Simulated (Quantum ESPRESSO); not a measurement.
# λ and ρ(T) of TiC (Fm-3m) from pw.x, ph.x and EPW, part 4 of 6

Aim: the electron–phonon coupling and the phonon-limited resistivity of TiC (Fm-3m), by Wannier interpolation to fine meshes.

Quantum ESPRESSO 7.5; DFT PBE, scalar-relativistic, plane waves, PseudoDojo 0.4.1 norm-conserving pseudopotentials.

So far, coupling constant λ: step 8 (coupling and Tc: fine k 16×16×16, q 8×8×8, width 0.15 eV …) 0.240. Also resistivity at 300 K (μΩ cm): step 9 (resistivity: fine k 20×20×20, q 10×10×10, adaptive width …) 24.1.

### 10. Resistivity, input with a fault, fine q mesh 8×8×8, fine mesh 8×8×8

A variant of the settings follows.

The input, bad.in:

```
--
&inputepw
   prefix = 'x'
   outdir = './tmp'
   dvscf_dir = './save'
   elph = .true.
   etf_mem = 1
   nbndsub = 10
   bands_skipped = 'exclude_bands = 1-4'
   use_ws = .true.
   vme = 'wannier'
   asr_typ = 'crystal'
   nk1 = 9
   nk2 = 9
   nk3 = 9
   nq1 = 3
   nq2 = 3
   nq3 = 3
   amass(1) = 47.867
   amass(2) = 12.011
   epwwrite = .false.
   epwread = .true.
   wannierize = .false.
   nkf1 = 8
   nkf2 = 8
   nkf3 = 8
   nqf1 = 8
   nqf2 = 8
   nqf3 = 8
   mp_mesh_k = .true.
   scattering = .true.
   iterative_bte = .true.
   epmatkqread = .false.
   assume_metal = .true.
   int_mob = .false.
   carrier = .false.
   ngaussw = -99
   mob_maxiter = 200
   broyden_beta = 0.7
   fsthick = 0.32
   degaussw = 0.0
   nstemp = 6
   temps = 150 200 273 300 400 500
   restart = .false.
   selecqread = .false.
/
```

Started as:

```
$ OMP_NUM_THREADS=1 mpirun -n 8 epw.x -nk 8 -in bad.in > bad.out
```

The log of the run:

```text
[the first part of the log is left out]
     =============================================================================================
     Start solving iterative Boltzmann Transport Equation
     =============================================================================================
     Iteration number:         1
     =============================================================================================
       Temp     Fermi        DOS        Population SR                 Conductivity
        [K]      [eV]    [states/Ry] [carriers per cell]               [Ohm.cm]^-1
     =============================================================================================
      150.000  14.6857   0.27380E-02   0.00000E+00    0.328846E+05   -0.280419E-11    0.140209E-11
                                       0.37507E-14   -0.280419E-11    0.328846E+05    0.290676E-15
                                       0.00000E+00    0.140239E-11    0.290676E-15    0.328846E+05
      200.000  14.6831   0.34868E-01   0.00000E+00    0.281067E+05   -0.239578E-11    0.119775E-11
                                       0.31929E-14   -0.239578E-11    0.281067E+05   -0.290676E-15
                                       0.00000E+00    0.119804E-11    0.000000E+00    0.281067E+05
      273.000  14.6792   0.17457E+01   0.00000E+00    0.209933E+05   -0.178738E-11    0.893692E-12
                                       0.24160E-14   -0.178738E-11    0.209933E+05   -0.581352E-15
                                       0.00000E+00    0.893692E-12    0.000000E+00    0.209933E+05
      300.000  14.6777   0.71539E+01   0.00000E+00    0.188251E+05   -0.160036E-11    0.800180E-12
                                       0.20842E-14   -0.160036E-11    0.188251E+05    0.116270E-14
                                       0.00000E+00    0.799017E-12   -0.116270E-14    0.188251E+05
      400.000  14.6724   0.12743E+02   0.00000E+00    0.131027E+05   -0.108846E-11    0.544231E-12
                                       0.14249E-14   -0.108846E-11    0.131027E+05   -0.139525E-13
                                       0.00000E+00    0.544231E-12   -0.930163E-14    0.131027E+05
      500.000  14.6680   0.18844E+00   0.00000E+00    0.101878E+05   -0.775233E-12    0.401569E-12
                                       0.10437E-14   -0.775233E-12    0.101878E+05   -0.279049E-13
                                       0.00000E+00    0.392268E-12   -0.372065E-13    0.101878E+05
                                                      0.328846E+05    Max error
     [...]
     Iteration number:        15
     =============================================================================================
       Temp     Fermi        DOS        Population SR                 Conductivity
        [K]      [eV]    [states/Ry] [carriers per cell]               [Ohm.cm]^-1
     =============================================================================================
      150.000  14.6857   0.27380E-02   0.00000E+00    0.334084E+05   -0.284899E-11    0.142442E-11
                                       0.37550E-14   -0.284899E-11    0.334084E+05    0.436014E-15
                                       0.00000E+00    0.142457E-11   -0.290676E-15    0.334084E+05
      200.000  14.6831   0.34868E-01   0.00000E+00    0.285219E+05   -0.243209E-11    0.121590E-11
                                       0.31981E-14   -0.243209E-11    0.285219E+05    0.290676E-15
                                       0.00000E+00    0.121619E-11    0.290676E-15    0.285219E+05
      273.000  14.6792   0.17457E+01   0.00000E+00    0.212717E+05   -0.181116E-11    0.905435E-12
                                       0.24212E-14   -0.181116E-11    0.212717E+05    0.872028E-15
                                       0.00000E+00    0.905144E-12   -0.116270E-14    0.212717E+05
      300.000  14.6777   0.71539E+01   0.00000E+00    0.190658E+05   -0.162004E-11    0.810603E-12
                                       0.21432E-14   -0.162004E-11    0.190658E+05   -0.116270E-14
                                       0.00000E+00    0.809440E-12   -0.116270E-14    0.190658E+05
      400.000  14.6724   0.12743E+02   0.00000E+00    0.132506E+05   -0.109665E-11    0.550651E-12
                                       0.14249E-14   -0.109665E-11    0.132506E+05    0.139525E-13
                                       0.00000E+00    0.546000E-12   -0.465082E-14    0.132506E+05
      500.000  14.6680   0.18844E+00   0.00000E+00    0.102880E+05   -0.793166E-12    0.396583E-12
                                       0.10438E-14   -0.793166E-12    0.102880E+05    0.000000E+00
                                       0.00000E+00    0.396583E-12    0.000000E+00    0.102880E+05
                                                      0.732907E-06    Max error
```

It took 48 s on 8 MPI ranks of Arm Neoverse N1, shared host.

Numbers from this step:

```
iterations           : 15
resistivity at 300 K : 52.45 μΩ cm
```

Resistivity, by row:

| T (K) | rho_xx (μΩ cm) | rho_yy | rho_zz | relaxation-time approximation, mean of the axes (μΩ cm) |
| --- | --- | --- | --- | --- |
| 150 | 29.93 | 29.93 | 29.93 | 26.61 |
| 200 | 35.06 | 35.06 | 35.06 | 31.3 |
| 273 | 47.01 | 47.01 | 47.01 | 42.22 |
| 300 | 52.45 | 52.45 | 52.45 | 47.2 |
| 400 | 75.47 | 75.47 | 75.47 | 68.42 |
| 500 | 97.2 | 97.2 | 97.2 | 88.94 |

This input has a fine mesh far too coarse, and its ρ(300 K) = 52.4 μΩ cm is no result.

For the resistivity at 300 K, step 9 gave 24.1 μΩ cm; this run, with fine q mesh 8×8×8 and fine mesh 8×8×8, gives 52.4 μΩ cm (+118 %).

### 11. Resistivity: fine k 26×26×26, q 13×13×13, adaptive width, window 0.32 eV

At these temperatures only states within a few k_B T of the Fermi level carry current, so the mesh must be dense; it is refined.

bte-2.in, as its differences from bad.in of step 10:

```diff
@@ -23,8 +23,8 @@
    wannierize = .false.
-   nkf1 = 8
-   nkf2 = 8
-   nkf3 = 8
-   nqf1 = 8
-   nqf2 = 8
-   nqf3 = 8
+   nkf1 = 26
+   nkf2 = 26
+   nkf3 = 26
+   nqf1 = 13
+   nqf2 = 13
+   nqf3 = 13
    mp_mesh_k = .true.
```

Started as:

```
$ OMP_NUM_THREADS=1 mpirun -n 8 epw.x -nk 8 -in bte-2.in > bte-2.out
```

The log of the run:

```text
[the first part of the log is left out]
     =============================================================================================
     Start solving iterative Boltzmann Transport Equation
     =============================================================================================
     Iteration number:         1
     =============================================================================================
       Temp     Fermi        DOS        Population SR                 Conductivity
        [K]      [eV]    [states/Ry] [carriers per cell]               [Ohm.cm]^-1
     =============================================================================================
      150.000  14.7381   0.96154E-04   0.88818E-15    0.650274E+05    0.744040E-13   -0.745584E-13
                                      -0.44514E-14    0.223221E-12    0.650274E+05   -0.149941E-12
                                       0.62069E-14    0.223239E-12    0.150588E-12    0.650274E+05
      200.000  14.7360   0.28568E-03   0.00000E+00    0.606572E+05    0.111638E-12    0.369885E-13
                                       0.17764E-14    0.581352E-15    0.606572E+05   -0.595604E-12
                                      -0.88818E-15   -0.112201E-12    0.150062E-12    0.606572E+05
      273.000  14.7331   0.50748E-02  -0.34694E-17    0.488644E+05   -0.744131E-13    0.744857E-13
                                      -0.45016E-15    0.114454E-14    0.488644E+05    0.299914E-12
                                      -0.86595E-15    0.732186E-13    0.593579E-12    0.488644E+05
      300.000  14.7321   0.14128E-01   0.00000E+00    0.448327E+05    0.908363E-17   -0.369159E-13
                                      -0.31329E-14    0.148817E-12    0.448327E+05    0.297407E-12
                                      -0.26888E-14   -0.374949E-13   -0.149098E-12    0.448327E+05
      400.000  14.7285   0.45355E+00  -0.43715E-15    0.335023E+05    0.186033E-13   -0.180583E-13
                                       0.24286E-15   -0.749853E-13    0.335023E+05   -0.261890E-12
                                       0.20361E-14    0.555191E-13   -0.259428E-12    0.335023E+05
      500.000  14.7255   0.42048E+01   0.00000E+00    0.265826E+05   -0.462902E-13    0.915630E-14
                                      -0.47141E-15   -0.114681E-14    0.265826E+05   -0.566864E-13
                                      -0.86042E-15    0.651092E-13    0.128915E-12    0.265826E+05
                                                      0.650274E+05    Max error
     [...]
     Iteration number:        16
     =============================================================================================
       Temp     Fermi        DOS        Population SR                 Conductivity
        [K]      [eV]    [states/Ry] [carriers per cell]               [Ohm.cm]^-1
     =============================================================================================
      150.000  14.7381   0.96154E-04  -0.17764E-14    0.662090E+05   -0.222376E-12    0.221313E-12
                                      -0.44051E-15    0.152037E-12    0.662090E+05   -0.892830E-12
                                       0.57837E-14    0.220914E-12    0.297616E-12    0.662090E+05
      200.000  14.7360   0.28568E-03   0.00000E+00    0.618236E+05   -0.186015E-12    0.373519E-13
                                      -0.10842E-18   -0.223239E-12    0.618236E+05   -0.298756E-12
                                       0.00000E+00    0.186015E-12    0.299324E-12    0.618236E+05
      273.000  14.7331   0.50748E-02   0.88818E-15    0.498152E+05    0.372065E-13    0.111765E-12
                                       0.24423E-14   -0.109839E-12    0.498152E+05   -0.337066E-12
                                       0.69421E-15    0.109857E-12    0.558625E-12    0.498152E+05
      300.000  14.7321   0.14128E-01   0.88818E-15    0.457013E+05    0.000000E+00    0.342998E-13
                                       0.15526E-14    0.116270E-14    0.457013E+05    0.261917E-12
                                       0.33149E-14   -0.116270E-14   -0.334568E-12    0.457013E+05
      400.000  14.7285   0.45355E+00  -0.44409E-15    0.341315E+05   -0.182944E-13    0.185306E-13
                                       0.90878E-15    0.291812E-15    0.341315E+05    0.363209E-13
                                      -0.66809E-15    0.182956E-13    0.185124E-12    0.341315E+05
      500.000  14.7255   0.42048E+01   0.00000E+00    0.270651E+05    0.931072E-14   -0.860219E-14
                                      -0.12634E-14   -0.741496E-13    0.270651E+05    0.168687E-12
                                      -0.21641E-15   -0.901096E-14   -0.204200E-13    0.270651E+05
                                                      0.338030E-06    Max error
```

Wall time 10 min (8 MPI ranks); 80 min of CPU time.

Numbers from this step:

```yaml
iterations: 16
resistivity_at_300_k: 21.88 μΩ cm
```

Resistivity, by row:

| T (K) | rho_xx (μΩ cm) | rho_yy | rho_zz | relaxation-time approximation, mean of the axes (μΩ cm) |
| --- | --- | --- | --- | --- |
| 150 | 15.1 | 15.1 | 15.1 | 13.87 |
| 200 | 16.18 | 16.18 | 16.18 | 14.81 |
| 273 | 20.07 | 20.07 | 20.07 | 18.38 |
| 300 | 21.88 | 21.88 | 21.88 | 20.05 |
| 400 | 29.3 | 29.3 | 29.3 | 26.93 |
| 500 | 36.95 | 36.95 | 36.95 | 34.08 |

ρ(300 K) = 21.9 μΩ cm, against 24.1 before (-9 %); the relaxation-time start gave 20.0. The largest adaptive width printed is 0.32 eV, against a window of 0.32 eV outside which no state is counted.

### 12. Coupling and Tc: fine k 26×26×26, q 13×13×13, width 0.1 eV, window 0.41 eV

The sum is repeated with other meshes, delta width and window to test it.

The input, a2f-2.in:

```
--
&inputepw
   prefix = 'x'
   outdir = './tmp'
   dvscf_dir = './save'
   elph = .true.
   etf_mem = 1
   nbndsub = 10
   bands_skipped = 'exclude_bands = 1-4'
   use_ws = .true.
   vme = 'wannier'
   asr_typ = 'crystal'
   nk1 = 9
   nk2 = 9
   nk3 = 9
   nq1 = 3
   nq2 = 3
   nq3 = 3
   amass(1) = 47.867
   amass(2) = 12.011
   epwwrite = .false.
   epwread = .true.
   wannierize = .false.
   nkf1 = 26
   nkf2 = 26
   nkf3 = 26
   nqf1 = 13
   nqf2 = 13
   nqf3 = 13
   mp_mesh_k = .true.
   ephwrite = .true.
   eliashberg = .true.
   liso = .true.
   limag = .true.
   tc_linear = .true.
   tc_linear_solver = 'lapack'
   fsthick = 0.41
   degaussw = 0.1
   degaussq = 0.5
   nqstep = 500
   muc = 0.13
   wscut = 0.3
   nsiter = 500
   nstemp = 7
   temps = 0.5 1.0 2.0 4.0 8.0 16.0 32.0
/
```

Started as:

```
$ OMP_NUM_THREADS=1 mpirun -n 8 epw.x -nk 8 -in a2f-2.in > a2f-2.out
```

The log of the run:

```text
[the first part of the log is left out]
            Electron smearing (eV) =    0.100000000000000D+00
                 Fermi window (eV) =    0.410000000000000D+00
     Finish writing .ephmat files
     ===================================================================
     Memory usage:  VmHWM =        79Mb
                   VmPeak =       554Mb
     ===================================================================
     Finish writing dos file x.dos
     Finish writing phdos files x.phdos and x.phdos_proj
     ===================================================================
     Solve isotropic Eliashberg equations
     ===================================================================
     Finish reading freq file
                  Fermi level (eV) =     1.4732997225E+01
     DOS(states/spin/eV/Unit Cell) =     1.4660344302E-01
            Electron smearing (eV) =     1.0000000000E-01
                 Fermi window (eV) =     4.1000000000E-01
     Nr irreducible k-points within the Fermi shell =        69 out of       511
           3 bands within the Fermi window
     Finish reading egnv file
     Max nr of q-points =       224
     Finish reading ikmap files
     Start reading .ephmat files
     Finish reading .ephmat files
     a2f file is not found to estimate initial gap: calculating a2f files
     Finish reading a2f file
     Electron-phonon coupling strength =    0.2312084
     Estimated Tc using McMillan expression =   0.0001 K for muc =   0.1300
     Estimated Tc using Allen-Dynes modified McMillan expression =   0.0001 K
     Estimated Tc using SISSO machine learning model =   0.0001 K
     Estimated w_log =  48.3285 meV
     Estimated BCS superconducting gap using McMillan Tc =   0.0000 meV
     WARNING WARNING WARNING
     The code may crash since tempsmin =    0.500 K is larger than McMillan Tc =     0.000 K
     Start: Solving (isotropic) linearized Eliashberg equation with solver = lapack
     For the first Temp.    0.50  K
       Total number of frequency points nsiw(     1) =   1108
       Cutoff frequency wscut =     0.3001
     Superconducting transition temp. Tc is the one which has Max. eigenvalue close to 1
      -----------------------------------------------------------------
             Temp.       Max.         nsiw     wscut    Nr. of iters
             (K)       eigenvalue    (itemp)   (eV)      to Converge
      -----------------------------------------------------------------
             0.50      0.5135944     1108      0.3001        1
             1.00      0.4440969      554      0.3002        1
             2.00      0.3748850      277      0.3005        1
             4.00      0.3063914      139      0.3021        1
             8.00      0.2377230       69      0.3010        1
            16.00      0.1716884       35      0.3075        1
            32.00      0.1050068       17      0.3032        1
      -----------------------------------------------------------------
     Finish: Solving (isotropic) linearized Eliashberg equation
```

Wall time 12 min (8 MPI ranks).

Numbers from this step:

```yaml
coupling_constant_lambda: 0.2312
log_mean_phonon_energy_omega_log: 48.33 meV
density_of_states_at_the_fermi_level: 0.1466 states/eV a spin and cell
fermi_level_on_the_fine_mesh: 14.73 eV
```

The a2F has structure finer than the step of the table below, so its rows give means over 5 meV, whole bins alone (the curve runs from 0.203 to 101 meV). Peaks (meV: height): 35.1: 0.228, 63.5: 0.905, 70.0: 0.261, 73.2: 0.259.

A2F against phonon energy; means over each step:

| phonon energy (meV) | a2F |
| --- | --- |
| 5 | 0.00193 |
| 10 | 0.00399 |
| 15 | 0.00777 |
| 20 | 0.0111 |
| 25 | 0.0182 |
| 30 | 0.0395 |
| 35 | 0.131 |
| 40 | 0.0436 |
| 45 | 0.0379 |
| 50 | 0.00969 |
| 55 | 0 |
| 60 | 0.0317 |
| 65 | 0.502 |
| 70 | 0.180 |
| 75 | 0.136 |
| 80 | 0.0567 |
| 85 | 0.0185 |
| 90 | 1.1e-5 |

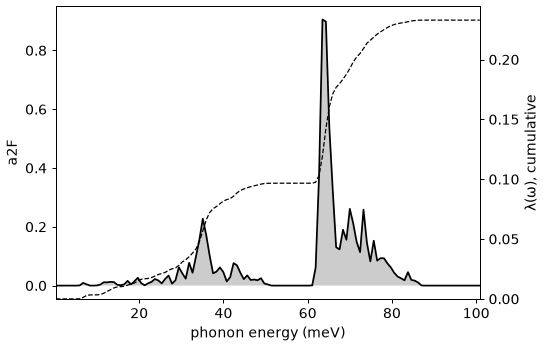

A2F against phonon energy. The dashed line is the running λ.

λ = 0.231 and ħω_log = 48.3 meV, against 0.240 and 46.2 with fine k 16×16×16, q 8×8×8, width 0.15 eV (-4 % in λ). The eigenvalue stays under 1 down to 0.5 K.

(Part 4 of 6 ends here.)

[The logs of pw.x and epw.x are selected lines.]

[Logs are printed without paths, hosts, clocks, repeated set-up lines and the standing remarks that a program may print on its own settings, such as how far it seeks lower states.]

[Hosts, paths, dates, database ids (printed as entryN), source tags and the programs' standing remarks are cut or masked in the printed files.]
